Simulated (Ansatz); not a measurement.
## Electronic structure of FGe$_{2}$H$_{3}$···GeH$_{4}$ in real space

Input

```
crystal:
  periodic: [false, false, false]
  atoms:
    - { symbol: Ge, position_ang: [0.0, 0.0, 0.0] }
    - { symbol: H, position_ang: [0.6512, 0.0, 1.6243] }
    - { symbol: Ge, position_ang: [2.5246, 0.0, 0.622] }
    - { symbol: H, position_ang: [3.0101, -1.4611, 0.443] }
    - { symbol: H, position_ang: [2.5923, 0.7367, -0.74] }
    - { symbol: H, position_ang: [3.4349, 0.7244, 1.6462] }
    - { symbol: F, position_ang: [-0.7913, 1.3709, -0.5594] }
    - { symbol: Ge, position_ang: [-1.1304, -1.9584, -0.7992] }
    - { symbol: H, position_ang: [-1.8281, -2.673, 0.3861] }
    - { symbol: H, position_ang: [-2.1918, -1.5497, -1.8522] }
    - { symbol: H, position_ang: [-0.1029, -2.92, -1.4487] }
basis:
  gaussian: { orbitals: def2-SVP }
hamiltonian:
  xc: pbe
relax:
  f_tol: 0.15
  max_steps: 25
  restrain:
    - { distance: [1, 2], at: 1.55, k: 30.0 }
    - { distance: [0, 1], at: 2.75, k: 30.0 }
    - { distance: [0, 2], at: 3.6, k: 30.0 }
output:
  orbitals: {}
```

Run with:

```sh
ansatz run input.yaml --threads 4 --pin off --max-ram 5120MiB --backend cpu --events-out ev --progress --plain --runs-dir out
```

The fields are those of the run's last geometry, not of the input's.

Computed with Ansatz 0.2.0, RKS PBE/def2-SVP.

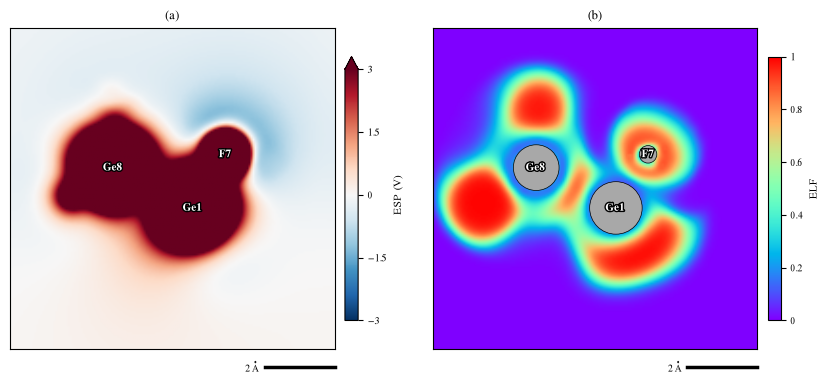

Figure 1. (a) electrostatic potential; (b) electron localisation function on the plane of atoms F7, Ge1 and Ge8. Grey discs cover the atomic cores in the ELF map.

**What do the fields say about this system?**

The plane passes through Ge and F nuclei. Ge–F (1.79 Å): the ELF peaks at about 0.80 in the valence shell of F, 0.5 Å from its nucleus, and is about 0.20 at the midpoint. Ge–Ge (2.55 Å): the ELF peaks at about 0.85 between the atoms; localised, covalent bonding. The ELF also peaks beside F7, away from the bonds: lone-pair regions. Outside the dense part of the complex the potential is most negative (−1.3 V) near F7.

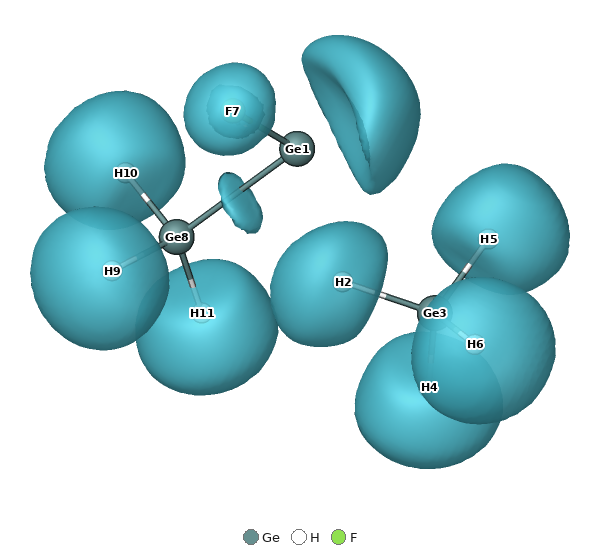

Figure 2. Isosurface of the ELF at 0.8 (cyan), seen at a tilt. Only the valence region is drawn (cores and ρ < 0.01 e/Å³ removed).

**Describe the localisation domains.**

The surface consists of one region between bonded Ge–Ge atoms (shared pairs), seven regions around hydrogen nuclei, one lobe on Ge, pointing away from the bonds (lone pairs) and one region wrapped around F (its valence shell). Along the contacts the grid gives the following. Ge1···H2 (2.75 Å): the ELF dips to about 0.10 between them.

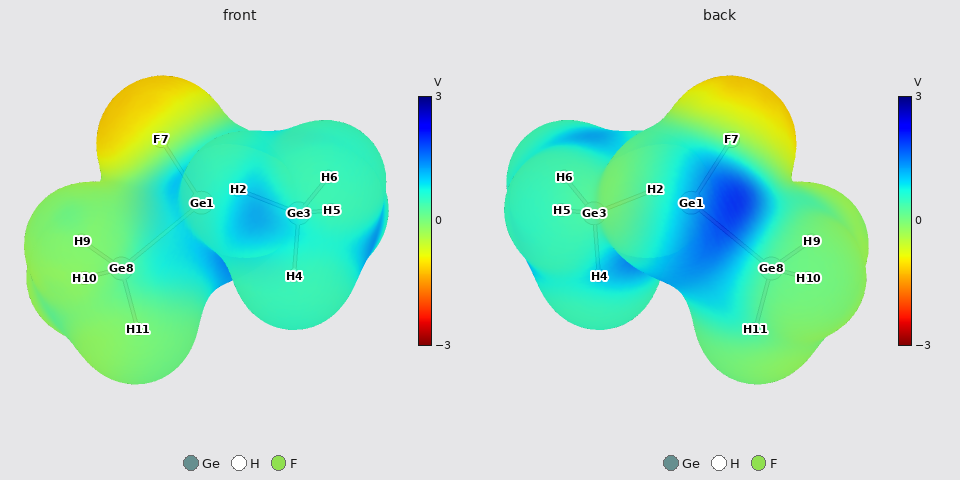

Figure 3. The electrostatic potential painted on the density surface at 0.002 e/bohr³, seen from the front and from behind; the colour scale runs from red (negative) to blue (positive).

**Which sites attract a positive test charge, and which a negative one?**

A positive charge is drawn to the negative regions and a negative charge to the positive ones. The most negative region (about −1.1 V, or −25 kcal/mol for a unit charge) lies over F7, the most positive (about +2.0 V, or +46 kcal/mol for a unit charge) over Ge1.
